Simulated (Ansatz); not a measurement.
**HgH2 (model cell, started as CdI2 type): relaxing the cell for a phonon run**

Task: relax HgH2 (model cell, started as CdI2 type) tightly.

Program: Ansatz 0.2.0. Level of theory: DFT PBE, scalar-relativistic, plane waves, PAW. Results are calculated unless marked as measured.

The structure was built from a prototype and need not be the compound's stable phase.

### Step 1. The structure

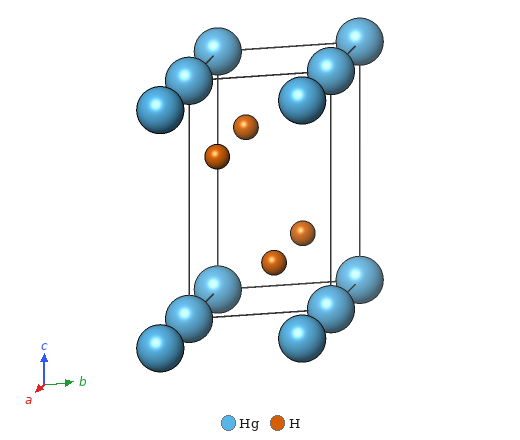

The starting structure, seen slightly off an axis (mercury blue, hydrogen orange). 2×1×1 cells are drawn. Some periodic images of atoms are drawn too.

### Step 2. Probe on a coarse mesh

First a cheap look: the gap decides the mesh and the occupations, the pressure tells how far the cell has to move.

File input.yaml:

```yaml
crystal:
  lattice:
    - [3.509, 0.0, 0.0]
    - [-1.7545, 3.03888, 0.0]
    - [0.0, 0.0, 5.68458]
  atoms:
    - { symbol: Hg, position: [0.0, 0.0, 0.0] }
    - { symbol: H, position: [0.333333, 0.666667, 0.25] }
    - { symbol: H, position: [0.666667, 0.333333, 0.75] }
kpoints:
  mp_grid: { grid: [6, 6, 4] }
hamiltonian:
  xc: pbe
scf:
  occupations: { method: gaussian, width: 0.1 }
output:
  forces: true
  stress: true
  eigenvalues: true
```

The run is started by

```
> ansatz run input.yaml --threads 4 --pin off --max-ram 7168MiB --backend cpu --events-out ev --progress --plain --runs-dir out
```

Numbers of over 12 decimals in the logs are rounded to 6 here.

The program printed:

```text
[...]
--- Band table (eV; the first three rows and the last of 24) ---
  k-point 0: bands = [... 7 lower, -2.8484, -2.7268, -2.7268, 0.7347, 5.1483, 11.1626, 11.5830, 14.5620]
  k-point 1: bands = [... 7 lower, -2.7802, -2.7272, -2.7272, 0.3300, 5.8617, 10.7028, 11.8267, 14.6403]
  k-point 2: bands = [... 7 lower, -2.7277, -2.7277, -2.6971, -0.0330, 6.6450, 10.1779, 12.0550, 14.7234]
  k-point 23: bands = [... 7 lower, -2.9633, -2.7597, 2.0929, 2.0929, 2.1572, 7.4497, 7.4497, 7.8244]
[key lines of the parts left out:]
SCF converged after 6 iterations
Free energy (F): -13842.179334 eV
Fermi energy:    2.248281 eV
P = ⅓ Tr σ = -7.8796 GPa (-78.796 kbar)
```

Wall time 1.3 s (4 threads of Intel Xeon Platinum 8488C (Sapphire Rapids), shared host); peak memory 0.36 GiB.

Numbers from this step:

```
pressure          : -7.880 GPa
volume per atom   : 20.21 Å³
gap on the k-mesh : 0 eV
```

The coarse mesh shows no gap and a pressure of -7.9 GPa.

### Step 3. Coarse relaxation

A rough relaxation comes first, because large forces or stress need no tight tolerances yet.

Changes to input.yaml since step 2:

```diff
@@ -19 +19,6 @@
   eigenvalues: true
+relax:
+  adjacent_minimum: "off"
+  f_tol: 0.05
+  max_steps: 80
+  cell: { stress_tol: 0.5 }
```

The program printed:

```text
[...]
Crystal: 3 atoms, lattice volume = 60.617 Å³
Basis set: ecut = 420 eV, 1165 PW (Γ), exchange–correlation on 48×48×80 points (8 copies of the dense FFT grid, shifted against one another)
Bands: 15, of which v1, the nominal top of the filled ones, is band 11 counted from 1 (10 counted from 0)
Symmetry: 12 space group operations
[...]
F+E_penalty+E_count = -13843.14276643 eV   max|allowed force component| = 2.664e-2 eV/Å   (the final SCF, on the basis selected at the relaxed cell)
  cell:  # Å, volume = 51.1528 Å³
    - [3.326174, 0.0, 0.0]
    - [-1.663087, 2.880551, 0]
    - [0.0, 0, 5.338863]
  atoms:
    - { symbol: Hg, position: [0, 0, 0.0] }
    - { symbol: H, position: [0.333333, 0.666667, 0.157486] }
    - { symbol: H, position: [0.666667, 0.333333, 0.842514] }
[key lines of the parts left out:]
SCF converged after 6 iterations
Free energy (F): -13843.142766 eV
Fermi energy:    4.263510 eV
P = ⅓ Tr σ = 0.0194 GPa (0.194 kbar)
```

It took 1.6 s on 4 threads; peak memory 0.4 GiB.

The steps of the relaxation:

```
step  energy less that of the first step (eV)  largest force component (eV/Å)  pressure (GPa)  volume (Å³)
   1                                   0.0000                          1.1010           -7.88        60.62
   2                                  -0.6021                          0.8015           -6.08        55.55
   3                                  -0.9396                          0.2195           -0.55        49.78
   4                                  -0.9675                          0.0261            0.05        51.15
  5*                                  -0.9634                          0.0266            0.02        51.15
```

Relaxation steps marked * repeat the geometry before them on a plane-wave basis chosen anew for their cell, so energy and pressure can jump there.

Forces are held to the 12 operations that the run works with; a distortion that breaks them can't arise in this run.

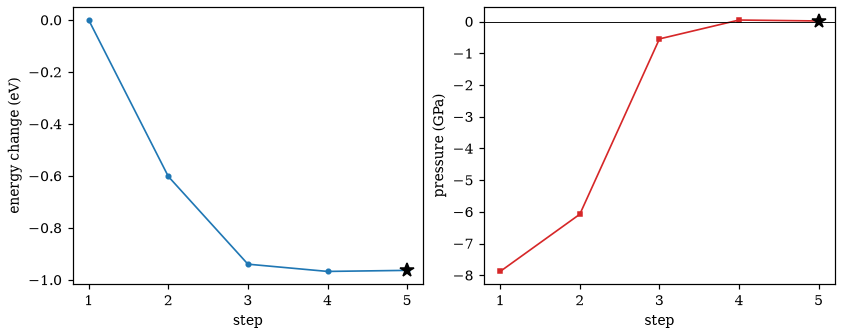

Energy and pressure along the relaxation. Stars mark steps on a basis chosen anew.

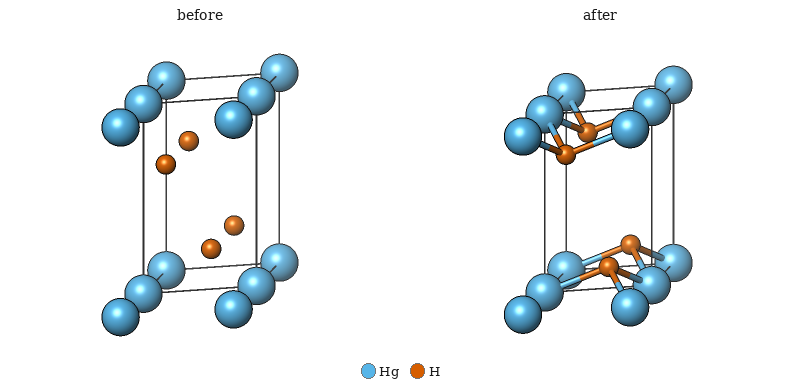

The structure before and after the relaxation, drawn at the same scale. Bonds to atoms that aren't drawn are left out.

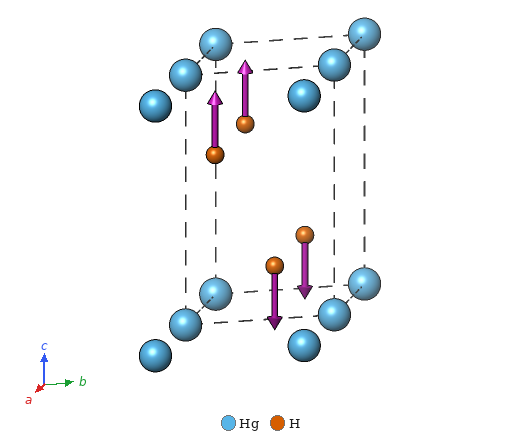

Displacements in the relaxation, exaggerated, measured against the changing cell; the longest in the cell stands for 0.49 Å. 2×1×1 cells are drawn. Some periodic images of atoms are drawn too.

```
conventional cell, symmetrised  before  after   change
                         a (Å)   3.509  3.326   -5.2 %
                         b (Å)   3.509  3.326   -5.2 %
                         c (Å)   5.685  5.339   -6.1 %
              volume (Å³/atom)   20.21  17.05  -15.6 %
```

The atoms that moved most (Å, as changes of fractional coordinates times the final cell):

```
atom     dx     dy      dz  length
  H2  0.000  0.000  -0.494   0.494
  H3  0.000  0.000   0.494   0.494
```

Final coordinates:

```cif
data_structure
_symmetry_space_group_name_H-M 'P 1'
_symmetry_Int_Tables_number 1
_cell_length_a 3.3262
_cell_length_b 3.3262
_cell_length_c 5.3389
_cell_angle_alpha 90.000
_cell_angle_beta 90.000
_cell_angle_gamma 120.000
_cell_volume 51.15
loop_
_atom_site_label
_atom_site_type_symbol
_atom_site_fract_x
_atom_site_fract_y
_atom_site_fract_z
_atom_site_occupancy
Hg1 Hg 0.00000 0.00000 0.00000 1
H2 H 0.33333 0.66667 0.15749 1
H3 H 0.66667 0.33333 0.84251 1
```

Numbers from this step:

* pressure: 0.01936 GPa
* volume per atom: 17.05 Å³

In this step the volume went from 20.21 to 17.05 Å³/atom.

### Step 4. Relaxation

Harmonic phonons are second derivatives at a point where the forces vanish, and they are wanted at zero stress, so atoms and cell are relaxed first.

File input.yaml:

```yaml
crystal:
  lattice:
    - [3.3261736933, 0.0, 0.0]
    - [-1.6630868466, 2.8805509158, 0.0]
    - [0.0, 0.0, 5.3388633481]
  atoms:
    - { symbol: Hg, position: [0.0, 0.0, 0.0] }
    - { symbol: H, position: [0.3333333333, 0.6666666667, 0.1574857325] }
    - { symbol: H, position: [0.6666666667, 0.3333333333, 0.8425142675] }
kpoints:
  mp_grid: { grid: [12, 12, 8] }
hamiltonian:
  xc: pbe
scf:
  occupations: { method: gaussian, width: 0.1 }
output:
  forces: true
  stress: true
  eigenvalues: true
  write_density: true
  write_potential: true
  elf: true
  volumetric_format: npy
relax:
  adjacent_minimum: "off"
  f_tol: 0.005
  max_steps: 80
  cell: { stress_tol: 0.05 }
```

The program printed:

```text
[...]
Crystal: 3 atoms, lattice volume = 51.153 Å³
Basis set: ecut = 420 eV, 989 PW (Γ), exchange–correlation on 48×48×72 points (8 copies of the dense FFT grid, shifted against one another)
Bands: 15, of which v1, the nominal top of the filled ones, is band 11 counted from 1 (10 counted from 0)
Symmetry: 12 space group operations
[...]
k-points: 131 of 1152
[...]
SCF iter   1: F=—  HF=-13843.117448 eV  |F-HF|=—  |Δ(HF+E_count)|=         —  Δρ=3.87e-3  dr2=7.73e-3  ethr=1.77e-3  ⟨swp⟩=5.9  Hψ=9759  notcnv=0
[...]
SCF iter   6: F=-13843.115766 eV  HF=-13843.115766 eV  |F-HF|=2.42e-10  |Δ(HF+E_count)|=   5.93e-8  Δρ=1.70e-6  dr2=7.40e-10  ethr=2.95e-10  ⟨swp⟩=6.2  Hψ=12039  notcnv=0
SCF 1 converged in 6 iterations: F = -13843.115766 eV  dr2 = 7.40e-10
[...]
relax step   1: F+E_penalty+E_count = -13843.11576553 eV  Δ(F+E_penalty+E_count) = +0.000e0 eV  max|allowed force component| = 1.873e-1 eV/Å  Δτ_max = 0.0000 Å  P = -0.128 GPa  Ω = 51.153 Å³  (6 SCF iters, dr2 threshold 1.00e-7 eV, accepted)
Crystal: 3 atoms, lattice volume = 49.216 Å³
[...]
SCF iter   6: F=-13843.111959 eV  HF=-13843.111959 eV  |F-HF|=2.18e-11  |Δ(HF+E_count)|=   3.27e-7  Δρ=4.72e-6  dr2=7.06e-9  ethr=1.36e-9  ⟨swp⟩=10.1  Hψ=14070  notcnv=0
SCF 2 converged in 6 iterations: F = -13843.111959 eV  dr2 = 7.06e-9
relax step   2: F+E_penalty+E_count = -13843.11195870 eV  Δ(F+E_penalty+E_count) = +3.807e-3 eV  max|allowed force component| = 2.740e-1 eV/Å  Δτ_max = 0.1945 Å  P = -1.292 GPa  Ω = 49.216 Å³  energy of the carried Pulay correction = +1.225e-3 eV  (6 SCF iters, dr2 threshold 3.00e-7 eV, rejected (line search))
Crystal: 3 atoms, lattice volume = 49.521 Å³
[...]
SCF iter   7: F=-13843.138958 eV  HF=-13843.138958 eV  |F-HF|=2.00e-11  |Δ(HF+E_count)|=  4.24e-10  Δρ=2.11e-7  dr2=1.28e-11  ethr=1.00e-12  ⟨swp⟩=5.0  Hψ=10547  notcnv=0
SCF 3 converged in 7 iterations: F = -13843.138958 eV  dr2 = 1.28e-11
relax step   3: F+E_penalty+E_count = -13843.13895839 eV  Δ(F+E_penalty+E_count) = -2.319e-2 eV  max|allowed force component| = 6.218e-5 eV/Å  Δτ_max = 0.0949 Å  P = -0.064 GPa  Ω = 49.521 Å³  energy of the carried Pulay correction = +1.029e-3 eV  (7 SCF iters, accepted)
[...]
relax step   4: F+E_penalty+E_count = -13843.13904231 eV  Δ(F+E_penalty+E_count) = -8.392e-5 eV  max|allowed force component| = 2.043e-4 eV/Å  Δτ_max = 0.0015 Å  P = +0.014 GPa  Ω = 49.440 Å³  energy of the carried Pulay correction = +1.081e-3 eV  (4 SCF iters, dr2 threshold 2.72e-8 eV, accepted)
[...]
SCF iter   5: F=-13843.138000 eV  HF=-13843.138000 eV  |F-HF|=6.91e-11  |Δ(HF+E_count)|=   1.67e-9  Δρ=3.93e-7  dr2=1.66e-11  ethr=1.00e-12  ⟨swp⟩=4.1  Hψ=9648  notcnv=0
SCF 5 converged in 5 iterations: F = -13843.138000 eV  dr2 = 1.66e-11
relax step   5: F+E_penalty+E_count = -13843.13799951 eV  Δ(F+E_penalty+E_count) = +1.043e-3 eV  max|allowed force component| = 3.686e-4 eV/Å  Δτ_max = 0.0000 Å  P = +0.007 GPa  Ω = 49.440 Å³  stress off target by 1.44e-2 GPa  SCF on the basis re-selected at this cell (its energy is not comparable with the rows above)  (5 SCF iters)
[...]
SCF converged after 5 iterations
Free energy (F): -13843.138000 eV
[...]
Internal energy: -13843.136208 eV  (E = F + TS)
E sigma→0 (E₀):  -13843.137104 eV
Entropy (-TS):   -0.001791 eV (-0.597 meV/atom)
Fermi energy:    5.097347 eV
[...]
--- Forces (eV/Å), atoms counted from 1 ---
  atom   1  Hg    -0.00000000     0.00000000     0.00000000
  atom   2  H     -0.00000000     0.00000000     0.00036860
  atom   3  H      0.00000000    -0.00000000    -0.00036860
  max |Σ_I F_I| component: 1.73e-18 eV/Å
--- Stress (GPa, compression-positive) ---
        0.003845      -0.000000      -0.000000
        0.000000       0.003845       0.000000
       -0.000000       0.000000       0.014359
  P = ⅓ Tr σ = 0.0073 GPa (0.073 kbar)
--- Band table (eV; the first three rows and the last of 131) ---
  k-point 0: bands = [... 7 lower, -1.2124, -0.9881, -0.9881, 2.1336, 9.4589, 13.0580, 14.0339, 18.2115]
  k-point 1: bands = [... 7 lower, -1.1967, -0.9883, -0.9883, 2.0513, 9.6217, 13.0275, 14.1359, 18.2383]
  k-point 2: bands = [... 7 lower, -1.1565, -0.9888, -0.9888, 1.8573, 10.0219, 12.9403, 14.4703, 18.3047]
  k-point 130: bands = [... 7 lower, -1.4431, -1.0167, 3.8727, 3.8727, 4.2701, 10.2380, 10.8973, 10.8973]
--- Relaxed structure (4 steps of the walk, 3 accepted, 1 SCFs on fresh bases) ---
[...]
cell:  # Å, volume = 49.4395 Å³
    - [3.268739, -2.8369051007634198e-11, 1.7586367332051754e-18]
    - [-1.634369, 2.830811, -1.758636733187564e-18]
    - [2.8227994275803313e-18, -1.6297440093818501e-18, 5.342976]
  atoms:
    - { symbol: Hg, position: [0, 0, 0] }
    - { symbol: H, position: [0.333333, 0.666667, 0.175534] }
    - { symbol: H, position: [0.666667, 0.333333, 0.824466] }
```

Wall time 4.6 s (4 threads); peak memory 0.49 GiB; 17 s of CPU time.

The steps of the relaxation:

```
step  energy less that of the first step (eV)  largest force component (eV/Å)  pressure (GPa)  volume (Å³)
   1                                   0.0000                          0.1873           -0.13        51.15
   2                                   0.0038                          0.2740           -1.29        49.22
   3                                  -0.0232                          0.0001           -0.06        49.52
   4                                  -0.0233                          0.0002            0.01        49.44
  5*                                  -0.0222                          0.0004            0.01        49.44
```

Relaxation steps marked * repeat the geometry before them on a plane-wave basis chosen anew for their cell, so energy and pressure can jump there. Relaxation step 2 was tried and not accepted.

The run keeps the 12 symmetry operations that it works with, so distortions that break them were not tested.

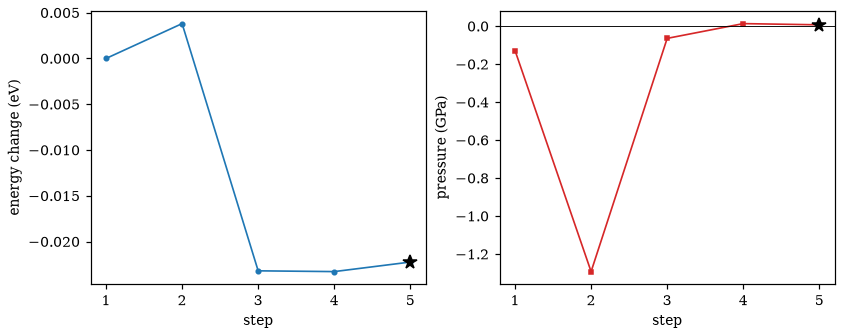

Energy and pressure along the relaxation. Stars mark steps on a basis chosen anew.

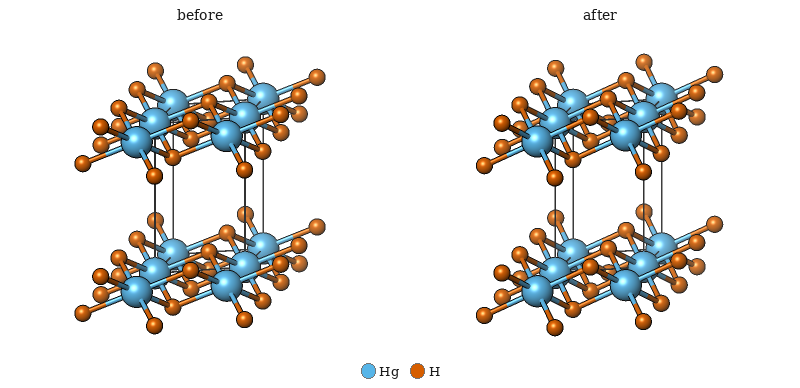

Before and after, at one scale.

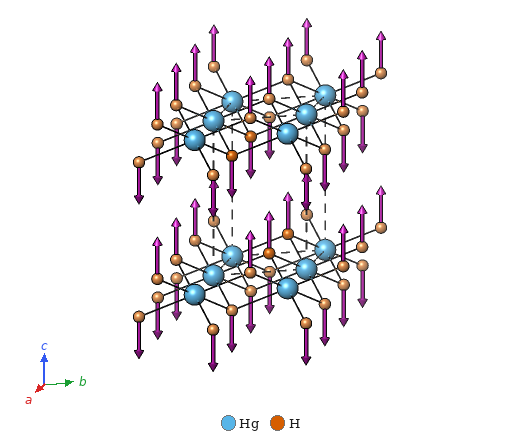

Displacements in the relaxation, exaggerated, measured against the changing cell; the longest in the cell stands for 0.10 Å. 2×1×1 cells are drawn. Some periodic images of atoms are drawn too.

```
conventional cell, symmetrised  before  after  change
                         a (Å)   3.326  3.269  -1.7 %
                         b (Å)   3.326  3.269  -1.7 %
                         c (Å)   5.339  5.343  +0.1 %
              volume (Å³/atom)   17.05  16.48  -3.3 %
```

The atoms that moved most (Å, as changes of fractional coordinates times the final cell):

```
atom     dx     dy      dz  length
  H2  0.000  0.000   0.096   0.096
  H3  0.000  0.000  -0.096   0.096
```

The relaxed structure:

```xyz
3
Lattice="3.2687 0.0000 0.0000 -1.6344 2.8308 0.0000 0.0000 0.0000 5.3430" Properties=species:S:1:pos:R:3 pbc="T T T"
Hg    0.0000    0.0000    0.0000
H     0.0000    1.8872    0.9379
H     1.6344    0.9436    4.4051
```

This step gave:

```yaml
pressure: 0.007350 GPa
volume_per_atom: 16.48 Å³
```

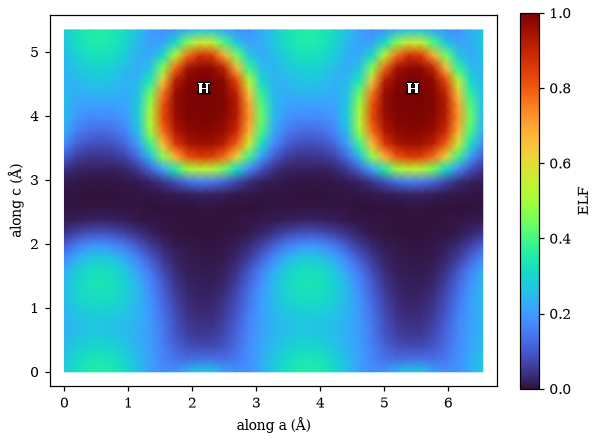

ELF in the ac plane at fractional y = 0.333, with atoms of H within 0.2 Å of it. It is the smooth field of the valence electrons, not physical close to the nuclei.

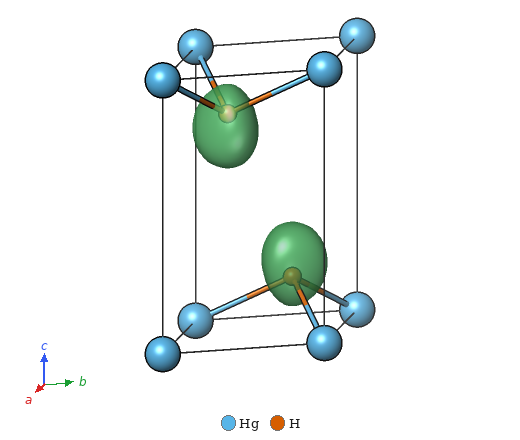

Surface of ELF = 0.85. Bonds to atoms that aren't drawn are left out.

(Continued in part 2 of 2.)

[Logs are printed without paths, hosts, clocks, repeated set-up lines and the standing remarks that a program may print on its own settings, such as how far it seeks lower states.]

[Hosts, paths, dates, database ids (printed as entryN), source tags and the programs' standing remarks are cut or masked in the printed files.]
